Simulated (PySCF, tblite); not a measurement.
# HSiCl(SBu)2: geometry, infrared bands, NMR shifts and electronic excitations, part 2 of 2

tblite 0.8.0 and PySCF 2.14.0. Atoms count from 0.

**5. NMR shieldings: PBE0/pcSseg-1**

Job settings and geometry (Å):

```
{"job": {"kind": "nmr", "xc": "PBE0", "basis": "pcSseg-1"}, "charge": 0, "multiplicity": 1}
C      4.355252     1.537301    -0.133901
C      3.973619     0.108055    -0.480765
C      3.458868    -0.677171     0.715819
C      3.074749    -2.117037     0.421842
S      1.816366    -2.363227    -0.897982
Si     0.158350    -1.334245    -0.066176
Cl    -0.173798    -1.902568     1.912555
S     -1.473089    -1.898822    -1.301101
C     -2.881035    -1.273026    -0.304906
C     -2.967745     0.237497    -0.195825
C     -4.223595     0.697684     0.533997
C     -4.307095     2.208935     0.674325
H      4.721156     2.082673    -1.016692
H      5.148871     1.570179     0.630145
H      3.491914     2.093862     0.265373
H      4.842389    -0.420504    -0.912118
H      3.201761     0.103641    -1.268317
H      2.599424    -0.150271     1.167990
H      4.231758    -0.700978     1.505414
H      3.941150    -2.687789     0.051931
H      2.707976    -2.621785     1.327492
H      0.363448     0.136699     0.018055
H     -3.765033    -1.680557    -0.819571
H     -2.834968    -1.746773     0.688005
H     -2.079917     0.622990     0.335646
H     -2.932438     0.677826    -1.206768
H     -4.255554     0.228146     1.532885
H     -5.113001     0.323054    -0.002983
H     -3.448020     2.604783     1.239463
H     -4.307594     2.701747    -0.311045
H     -5.222391     2.516677     1.201702
```

Level: GIAO PBE0/pcSseg-1 NMR shielding, non-relativistic, gas phase.

Log:

```text
coarse grid: 26968 points
cycle   1  E = -1861.2828312598  dE =  9.162e-01  |g| = 5.350e-01  |ddm| = 4.886e+00
cycle   2  E = -1861.2622100662  dE =  2.062e-02  |g| = 6.194e-01  |ddm| = 1.233e+00
cycle   3  E = -1861.3639328844  dE = -1.017e-01  |g| = 5.930e-02  |ddm| = 7.087e-01
cycle   4  E = -1861.3647178169  dE = -7.849e-04  |g| = 2.979e-02  |ddm| = 1.233e-01
cycle   5  E = -1861.3649672575  dE = -2.494e-04  |g| = 7.251e-03  |ddm| = 4.439e-02
cycle   6  E = -1861.3649791191  dE = -1.186e-05  |g| = 2.243e-03  |ddm| = 7.991e-03
cycle   7  E = -1861.3649802357  dE = -1.117e-06  |g| = 5.129e-04  |ddm| = 2.247e-03
final grid: 238896 points
cycle   8  E = -1861.4415491592  dE = -6.521e-05  |g| = 1.256e-02  |ddm| = 4.039e-02
cycle   9  E = -1861.4415213339  dE =  2.783e-05  |g| = 1.603e-02  |ddm| = 2.647e-02
cycle  10  E = -1861.4415879590  dE = -6.663e-05  |g| = 1.278e-03  |ddm| = 1.712e-02
cycle  11  E = -1861.4415884012  dE = -4.422e-07  |g| = 3.595e-04  |ddm| = 2.158e-03
cycle  12  E = -1861.4415884318  dE = -3.056e-08  |g| = 7.711e-05  |ddm| = 3.486e-04
cycle  13  E = -1861.4415884333  dE = -1.457e-09  |g| = 2.476e-05  |ddm| = 1.187e-04
cycle  14  E = -1861.4415884334  dE = -1.519e-10  |g| = 6.295e-06  |ddm| = 3.448e-05
converged SCF energy = -1861.4415884334

GIAO shielding tensors (ppm)
atom      isotropic    diamagn.    paramagn.     s11        s22        s33       span
  0 C      168.709     244.289     -75.580    157.956    161.946    186.226     28.270
  1 C      161.695     247.676     -85.981    148.579    166.664    169.842     21.263
  2 C      151.334     250.132     -98.798    135.081    152.299    166.624     31.544
  3 C      149.864     250.775    -100.911    127.506    155.151    166.934     39.429
  4 S      611.313    1059.834    -448.521    533.761    556.208    743.968    210.207
  5 Si     323.917     878.731    -554.813    254.402    357.750    359.600    105.198
  6 Cl     904.278    1151.030    -246.752    771.920    911.431   1029.483    257.562
  7 S      588.100    1060.012    -471.911    500.985    558.620    704.697    203.712
  8 C      151.820     253.078    -101.258    128.151    152.399    174.909     46.758
  9 C      146.923     251.334    -104.411    122.092    143.529    175.148     53.055
 10 C      158.332     245.718     -87.386    146.039    155.916    173.041     27.001
 11 C      168.326     243.616     -75.290    156.838    161.963    186.175     29.337
 12 H       30.024      26.481       3.543     25.460     26.981     37.632     12.172
 13 H       30.378      26.256       4.123     26.017     28.037     37.080     11.063
 14 H       30.495      30.841      -0.346     25.650     29.832     36.002     10.352
 15 H       30.366      29.167       1.199     24.849     30.008     36.240     11.391
 16 H       29.378      32.490      -3.111     23.444     30.370     34.321     10.877
 17 H       29.958      33.862      -3.904     24.601     31.286     33.987      9.385
 18 H       29.890      30.215      -0.325     24.680     28.960     36.031     11.351
 19 H       28.777      30.298      -1.521     22.470     27.243     36.619     14.148
 20 H       28.087      31.057      -2.969     22.497     28.146     33.618     11.121
 21 H       24.821      32.317      -7.496     20.056     25.816     28.590      8.534
 22 H       28.929      31.844      -2.915     22.057     28.785     35.945     13.888
 23 H       28.572      32.997      -4.425     23.044     30.339     32.335      9.291
 24 H       29.889      35.732      -5.842     23.717     31.034     34.917     11.200
 25 H       30.021      34.119      -4.097     25.251     31.419     33.394      8.143
 26 H       30.158      29.613       0.545     25.127     30.853     34.493      9.366
 27 H       30.141      27.616       2.525     24.819     30.084     35.520     10.702
 28 H       30.381      29.607       0.774     25.792     29.566     35.784      9.992
 29 H       30.349      27.522       2.827     26.208     28.482     36.356     10.148
 30 H       30.057      23.464       6.594     25.304     26.959     37.908     12.604
```

It took 100 s on 2 threads of Intel Xeon Platinum 8488C, shared host; peak memory 2.5 GiB.

Shifts follow as δ = σ(reference) − σ, with reference shieldings (ppm) from runs at the same level and on the same kind of geometry: 1H TMS 31.27, 13C TMS 184.4, 29Si TMS 352.0, 33S CS2 496, 35Cl HCl 943. The references are single molecules in the gas phase. Atoms listed in one row are averaged.

| atoms | environment | σ (ppm) | δ (ppm) | δ scaled to CDCl3 | measured |
| --- | --- | --- | --- | --- | --- |
| C2, C9 | sp3 CH2 | 149.1 | 35.3 | 33.8 | – |
| C3, C8 | sp3 CH2 bonded to S | 150.8 | 33.6 | 28.5 | – |
| C1, C10 | sp3 CH2 | 160.0 | 24.4 | 23.2 | – |
| C0, C11 | methyl carbon | 168.5 | 15.9 | 14.9 | – |
| H21 | hydrogen on a silicon bonded to Cl, 2 S | 24.82 | 6.45 | – | – |
| H20, H23 | hydrogen on an sp3 CH2 bonded to S | 28.33 | 2.94 | 3.00 | – |
| H19, H22 | hydrogen on an sp3 CH2 bonded to S | 28.85 | 2.41 | 2.50 | – |
| H16, H27 | hydrogen on an sp3 CH2 | 29.76 | 1.51 | 1.64 | – |
| H18, H24 | hydrogen on an sp3 CH2 | 29.89 | 1.38 | 1.52 | – |
| H17, H25 | hydrogen on an sp3 CH2 | 29.99 | 1.28 | 1.43 | – |
| H15, H26 | hydrogen on an sp3 CH2 | 30.26 | 1.01 | 1.17 | – |
| H12, H13, H14, H28, H29, H30 | hydrogen on a methyl carbon | 30.28 | 0.99 | 1.15 | – |
| S4, S7 | sulfur bonded to C, Si | 600 | -104 | – | – |
| Si5 | silicon bonded to Cl, 2 S, H | 323.9 | 28.1 | – | 10.2 |
| Cl6 | chlorine bonded to Si | 904 | 39 | – | – |

The scaled column applies a straight-line fit of computed shieldings to shifts measured in CDCl3, with any fitted terms for Cl, Br or S neighbours (root-mean-square error 0.21 ppm for H, 2.0 ppm for C).

Measured values: solution; U. Herzog, Habilitationsschrift, TU Bergakademie Freiberg, 2002/2003, against TMS.

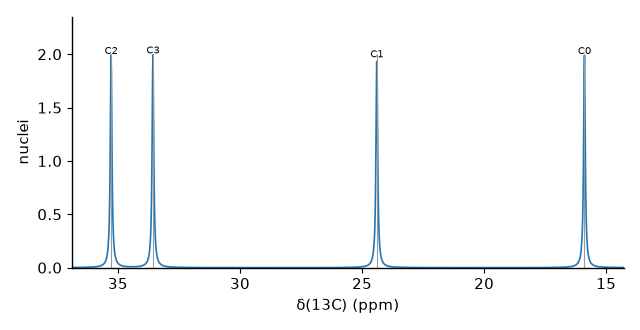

13C lines at the computed shifts, without couplings. Lines are broadened to a width of 0.08 ppm (Lorentzian).

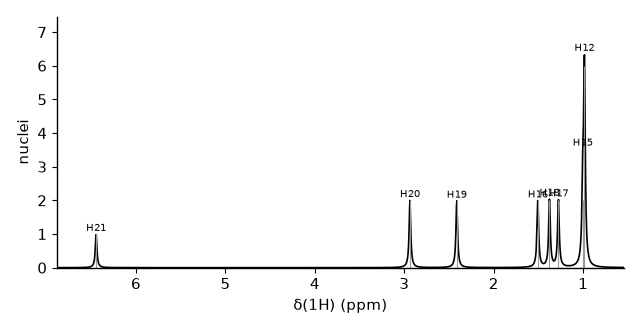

1H lines at the computed shifts, without couplings. Lines are broadened to a width of 0.02 ppm (Lorentzian).

Charges from the same density, by scheme (e):

```csv
atoms,Mulliken,IAO,Hirshfeld,ESP fit
"C0, C11",-0.27,-0.41,-0.11,-0.40
"C1, C10",-0.27,-0.24,-0.07,0.20
"C2, C9",-0.26,-0.25,-0.07,0.06
"C3, C8",-0.34,-0.32,-0.06,-0.41
"S4, S7",-0.23,-0.16,-0.07,-0.14
Si5,0.68,0.73,0.29,0.14
Cl6,-0.33,-0.33,-0.12,-0.13
```

IAO charges:

C0 -0.41; C1 -0.25; C2 -0.25; C3 -0.32; S4 -0.16; Si5 0.73; Cl6 -0.33; S7 -0.15; C8 -0.32; C9 -0.25; C10 -0.24; C11 -0.41; H12 0.14; H13 0.13; H14 0.13; H15 0.13; H16 0.14; H17 0.13; H18 0.14; H19 0.16; H20 0.16; H21 -0.13; H22 0.16; H23 0.15; H24 0.13; H25 0.14; H26 0.13; H27 0.13; H28 0.13; H29 0.13; H30 0.14

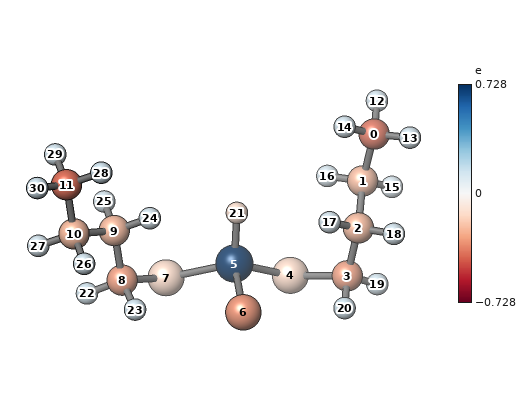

IAO charges, as colours on the atoms.

Mayer bond orders: C0–C1 1.07, C1–C2 1.01, C2–C3 1.03, C3–S4 0.99, S4–Si5 1.02, Si5–Cl6 0.91, Si5–S7 1.02, S7–C8 1.01, C8–C9 1.00, C9–C10 1.02, C10–C11 1.06.

Orbitals, density, ELF and potential are computed afterwards from the orbital file.

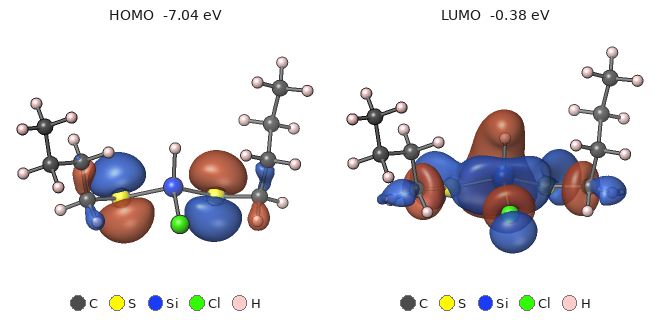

PBE0/pcSseg-1 orbitals near the gap, drawn at the value that encloses 70 % of each; the two colours are the two signs.

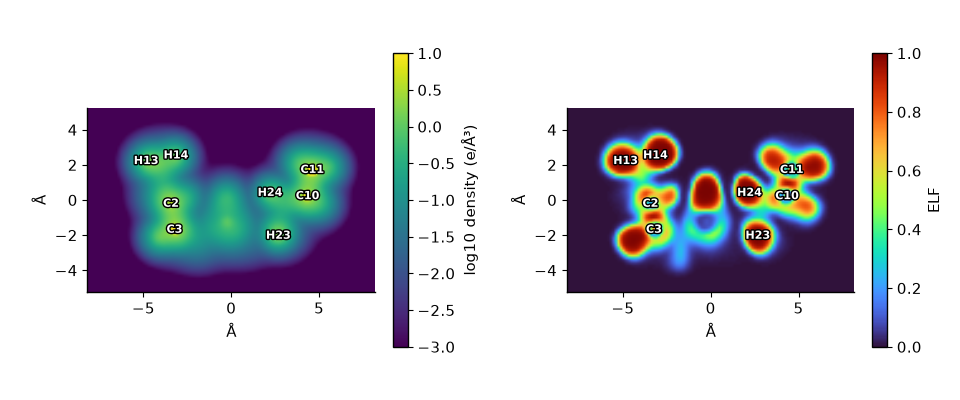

Density (left) and ELF (right) in a plane through or near 8 of the atoms.

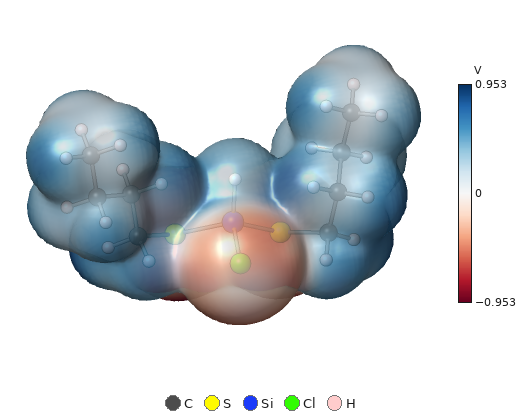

The potential that a unit positive charge feels on the 0.002 e/bohr³ surface, from -0.95 V near S4 to 0.84 V near H22.

**6. TDDFT and polarisability: B3LYP/def2-SVPD**

Same as in step 5 but for these lines:

```diff
@@ -1,2 +1,2 @@
-{"job": {"kind": "nmr", "xc": "PBE0", "basis": "pcSseg-1"}, "charge": 0, "multiplicity": 1}
+{"job": {"kind": "uv", "xc": "B3LYP", "basis": "def2-SVPD", "ip": false}, "charge": 0, "multiplicity": 1}
 C      4.355252     1.537301    -0.133901
```

Level: TDDFT B3LYP/def2-SVPD, vertical, gas phase, core orbitals frozen in the response.

Log:

```text
coarse grid: 26968 points
cycle   1  E = -1861.5654727447  dE =  7.506e-01  |g| = 5.747e-01  |ddm| = 8.244e+00
cycle   2  E = -1861.5205280288  dE =  4.494e-02  |g| = 7.084e-01  |ddm| = 2.420e+00
cycle   3  E = -1861.6607566000  dE = -1.402e-01  |g| = 7.823e-02  |ddm| = 1.372e+00
cycle   4  E = -1861.6623084092  dE = -1.552e-03  |g| = 3.822e-02  |ddm| = 3.244e-01
cycle   5  E = -1861.6627490176  dE = -4.406e-04  |g| = 1.008e-02  |ddm| = 1.139e-01
cycle   6  E = -1861.6627740034  dE = -2.499e-05  |g| = 2.455e-03  |ddm| = 2.085e-02
cycle   7  E = -1861.6627755280  dE = -1.525e-06  |g| = 6.004e-04  |ddm| = 6.092e-03
final grid: 238896 points
cycle   8  E = -1861.8808122635  dE = -8.680e-05  |g| = 7.553e-03  |ddm| = 2.048e-01
cycle   9  E = -1861.8808015957  dE =  1.067e-05  |g| = 9.808e-03  |ddm| = 2.688e-02
cycle  10  E = -1861.8808275031  dE = -2.591e-05  |g| = 8.568e-04  |ddm| = 1.504e-02
cycle  11  E = -1861.8808277221  dE = -2.189e-07  |g| = 2.750e-04  |ddm| = 2.810e-03
cycle  12  E = -1861.8808277418  dE = -1.973e-08  |g| = 8.076e-05  |ddm| = 5.696e-04
cycle  13  E = -1861.8808277436  dE = -1.741e-09  |g| = 1.838e-05  |ddm| = 2.229e-04
cycle  14  E = -1861.8808277437  dE = -9.413e-11  |g| = 5.141e-06  |ddm| = 5.154e-05
converged SCF energy = -1861.8808277437

Static polarisability (au): isotropic 183.803, principal 158.457 170.654 222.298

Singlet excitations
state   eV       nm        f      main configurations
  1   5.0134    247.3   0.01160   H->L 0.94
  2   5.3565    231.5   0.00644   H-1->L 0.80, H->L+1 0.17
  3   5.7577    215.3   0.00845   H->L+1 0.79, H-1->L 0.17
  4   5.9161    209.6   0.00139   H->L+2 0.74, H->L+3 0.15
  5   6.0882    203.6   0.00271   H-1->L+1 0.79, H->L+2 0.13
  6   6.2250    199.2   0.06691   H->L+3 0.76, H->L+2 0.08
  7   6.3080    196.6   0.01436   H-1->L+2 0.86, H-1->L+3 0.09
  8   6.5472    189.4   0.01427   H-1->L+3 0.67, H->L+4 0.13
  9   6.5807    188.4   0.00102   H->L+5 0.69
 10   6.7125    184.7   0.00276   H-2->L 0.39, H->L+4 0.23, H->L+7 0.13

Triplet excitations (Tamm-Dancoff, eV): 4.7411 5.0255 5.4958 5.5541
```

Wall time 2.8 min (2 threads of Intel Xeon Platinum 8488C, shared host); peak memory 2.5 GiB.

Frontier orbitals and where they lie:

```
orbital     eV                        atoms
 HOMO−3  -8.39   S7 34 %, Cl6 22 %, S4 14 %
 HOMO−2  -8.32  S4 29 %, Cl6 26 %, Si5 10 %
 HOMO−1  -7.09   S7 34 %, S4 31 %, Si5 11 %
   HOMO  -6.73    S4 38 %, S7 36 %, Si5 6 %
   LUMO  -0.68  S7 18 %, Si5 18 %, Cl6 17 %
 LUMO+1  -0.07   S7 20 %, S4 20 %, Si5 18 %
 LUMO+2   0.06   H21 15 %, S7 13 %, S4 12 %
```

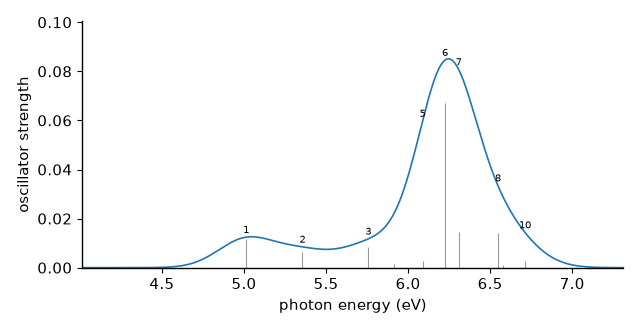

Absorption spectrum from the 10 singlet states computed; above the last one it falls off for lack of states. Lines are broadened to a width of 0.40 eV (Gaussian).

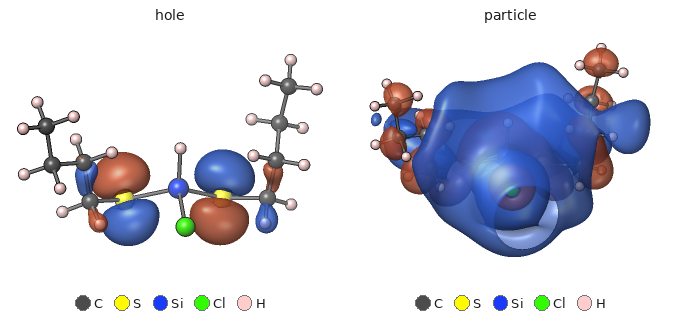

Leading natural transition orbitals of singlet state 6: the electron leaves the hole (left) for the particle orbital (right).

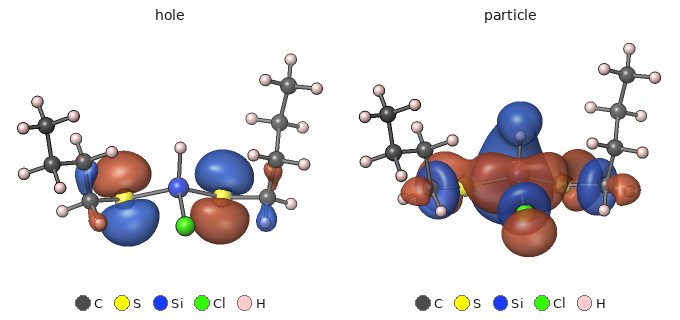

Leading natural transition orbitals of singlet state 1: the electron leaves the hole (left) for the particle orbital (right).

Ground-state properties from the same run:

```
           property  computed
  dipole moment (D)      1.92
polarisability (Å³)     27.24
 HOMO–LUMO gap (eV)      6.05
      −ε(HOMO) (eV)      6.73
```

**7. Nuclear shieldings: HF/pcSseg-1**

Same as in step 6 but for these lines:

```diff
@@ -1,2 +1,2 @@
-{"job": {"kind": "uv", "xc": "B3LYP", "basis": "def2-SVPD", "ip": false}, "charge": 0, "multiplicity": 1}
+{"job": {"kind": "nmr", "xc": "HF", "basis": "pcSseg-1", "pop": false}, "charge": 0, "multiplicity": 1}
 C      4.355252     1.537301    -0.133901
```

Method: GIAO HF/pcSseg-1 NMR shielding, non-relativistic, gas phase.

Log:

```text
final grid: 238896 points
cycle   1  E = -1857.2913558810  dE =  1.996e+00  |g| = 6.717e-01  |ddm| = 4.729e+00
cycle   2  E = -1857.4314592123  dE = -1.401e-01  |g| = 3.061e-01  |ddm| = 1.019e+00
cycle   3  E = -1857.4564766318  dE = -2.502e-02  |g| = 8.412e-02  |ddm| = 4.208e-01
cycle   4  E = -1857.4592554666  dE = -2.779e-03  |g| = 1.284e-02  |ddm| = 1.318e-01
cycle   5  E = -1857.4593298901  dE = -7.442e-05  |g| = 4.459e-03  |ddm| = 2.445e-02
cycle   6  E = -1857.4593416435  dE = -1.175e-05  |g| = 1.577e-03  |ddm| = 1.016e-02
cycle   7  E = -1857.4593432888  dE = -1.645e-06  |g| = 4.430e-04  |ddm| = 4.259e-03
cycle   8  E = -1857.4593434347  dE = -1.459e-07  |g| = 1.587e-04  |ddm| = 1.268e-03
cycle   9  E = -1857.4593434483  dE = -1.365e-08  |g| = 3.272e-05  |ddm| = 3.774e-04
cycle  10  E = -1857.4593434491  dE = -7.549e-10  |g| = 1.048e-05  |ddm| = 8.326e-05
converged SCF energy = -1857.4593434491

GIAO shielding tensors (ppm)
atom      isotropic    diamagn.    paramagn.     s11        s22        s33       span
  0 C      175.423     242.172     -66.749    165.603    169.836    190.830     25.227
  1 C      171.127     245.834     -74.707    159.365    175.398    178.618     19.252
  2 C      161.899     247.781     -85.883    147.667    161.989    176.041     28.374
  3 C      162.681     247.389     -84.707    144.951    167.090    176.003     31.051
  4 S      684.847    1058.938    -374.092    598.301    629.154    827.085    228.784
  5 Si     373.244     874.594    -501.350    316.944    395.377    407.410     90.466
  6 Cl     971.787    1150.419    -178.631    865.612    974.897   1074.854    209.242
  7 S      663.518    1059.129    -395.611    562.357    635.094    793.103    230.746
  8 C      163.815     250.226     -86.411    143.791    164.258    183.398     39.607
  9 C      157.215     249.348     -92.133    134.269    153.676    183.699     49.430
 10 C      167.579     243.794     -76.215    156.658    165.099    180.981     24.323
 11 C      175.064     240.965     -65.901    164.590    169.859    190.742     26.152
 12 H       30.416      26.826       3.590     25.565     27.200     38.483     12.918
 13 H       30.767      26.788       3.979     26.083     28.348     37.870     11.786
 14 H       30.886      29.946       0.940     25.712     30.228     36.719     11.007
 15 H       30.883      30.041       0.842     25.090     30.322     37.237     12.147
 16 H       30.005      31.803      -1.798     23.741     31.064     35.210     11.469
 17 H       30.669      32.888      -2.219     25.025     31.963     35.020      9.995
 18 H       30.449      30.970      -0.520     24.839     29.296     37.213     12.374
 19 H       29.421      31.221      -1.800     22.880     27.495     37.888     15.008
 20 H       28.839      30.647      -1.808     22.914     28.706     34.896     11.982
 21 H       26.237      31.346      -5.108     21.253     27.310     30.149      8.895
 22 H       29.547      32.635      -3.088     22.245     29.111     37.285     15.041
 23 H       29.282      32.580      -3.298     23.381     30.991     33.475     10.094
 24 H       30.574      34.983      -4.409     23.990     32.019     35.714     11.724
 25 H       30.552      34.079      -3.527     25.280     31.895     34.480      9.199
 26 H       30.725      29.627       1.098     25.401     31.275     35.499     10.098
 27 H       30.689      28.432       2.257     25.071     30.428     36.569     11.498
 28 H       30.777      28.730       2.047     25.852     29.948     36.533     10.681
 29 H       30.734      27.312       3.422     26.246     28.835     37.121     10.875
 30 H       30.438      24.278       6.160     25.414     27.138     38.762     13.348
```

Run time: 47 s. Hardware: 2 threads of Intel Xeon Platinum 8488C, shared host; peak memory 2.5 GiB.

Key values: δ C2 31.3, C3 27.6, C1 21.5, C0 15.6, H21 5.45, H20 2.63 ppm (means over like atoms).

**8. Side by side: NMR shifts**

Shifts (ppm) of some atoms, chosen among heavy atoms and hydrogens apart, means over like atoms, with basis size and wall time:

```csv
run,C2,C3,H21,H20,S4,Si5,Cl6,functions,time
PBE0/pcSseg-1,35.3,33.6,6.45,2.94,-104,28.1,39,327,100 s
HF/pcSseg-1,31.3,27.6,5.45,2.63,-161,20.2,-16,327,47 s
measured,–,–,–,–,–,10.2,–,–,–
```

Measured: solution; U. Herzog, Habilitationsschrift, TU Bergakademie Freiberg, 2002/2003.

**9. Summary of results**

What follows sums up all 2 parts.

| quantity | value |
| --- | --- |
| strongest single infrared mode (GFN2-xTB) | 686 cm⁻¹, 253 km/mol |
| zero-point energy (GFN2-xTB) | 161.3 kcal/mol |
| point group | C1 |
| rotational constants (main isotopes) | 0.72, 0.25, 0.22 GHz |
| 13C shifts against TMS (PBE0/pcSseg-1, means over atoms taken as alike) | 35.3, 33.6, 24.4, 15.9 ppm |
| 1H shifts against TMS (PBE0/pcSseg-1, means over atoms taken as alike) | 6.45, 2.94, 2.41, 1.51, 1.38, 1.28, 1.01, 0.99 ppm |
| 33S shifts against CS2 (PBE0/pcSseg-1, means over atoms taken as alike) | -104 ppm |
| 29Si shifts against TMS (PBE0/pcSseg-1) | 28.1 ppm |
| 35Cl shifts against HCl (PBE0/pcSseg-1) | 39 ppm |
| measured, and computed on the same scale | Si5 δ 10.2, 28.1 ppm |
| potential on the surface of density 0.002 e/bohr³, 1st and 99th percentile | -0.95 V and 0.84 V |
| lowest singlet (B3LYP/def2-SVPD) | 5.01 eV (247 nm), f = 0.012 |
| brightest single state of those computed | state 6, 6.22 eV, f = 0.067 |
| lowest triplet | 4.74 eV |
| range of the shift of S4 (with its like atoms) | -161 to -104 ppm |

What this shows: No mode is imaginary among the 87: a minimum at this level. The strongest single mode, at 686 cm⁻¹, moves mainly H21. GFN2-xTB is a fitted tight-binding method: band positions and strengths are rough. Its intensities can rank the bands wrongly. The start of the PBE0/def2-SVP relaxation was shaken at random by about 0.01 Å, so part of the energy gained, and of the first lengths quoted, undoes that. The optimisation took 8 steps and gained 0.342 eV; among the close pairs (by a distance rule), C3–H19 changed most, from 1.038 to 1.101 Å (PBE0/def2-SVP). No frequency check was run at this level, so the end point may be a saddle. At PBE0/pcSseg-1: The widest tensor belongs to Cl6: span 258 ppm, with a paramagnetic part of -247 ppm. Vibration, temperature and solvent are missing from the calculation, and it holds one conformer, so part of the miss against the measured shifts is not the functional's. At PBE0/pcSseg-1, counted by nearest atom on the grid, the HOMO lies on S4, S7 about 41 % each, the LUMO on Si5 21 %; S4, S7 about 15 % each. The first singlet state (HOMO→LUMO 0.94) lies at 5.01 eV and is weak; of the 10 states computed, the strongest absorption comes from state 6 at 6.22 eV. The lowest triplet lies 0.27 eV below the lowest singlet (triplets in Tamm-Dancoff, singlets in full TDDFT). In ppm, S4 (with its like atoms) moves most: its shift spreads over 57 ppm, from -161 (HF/pcSseg-1) to -104 (PBE0/pcSseg-1). These values are for one conformer; the search (at its own cheap level) found 2 more, at 0.32, 0.79 kcal/mol, and measured spectra average over such forms.
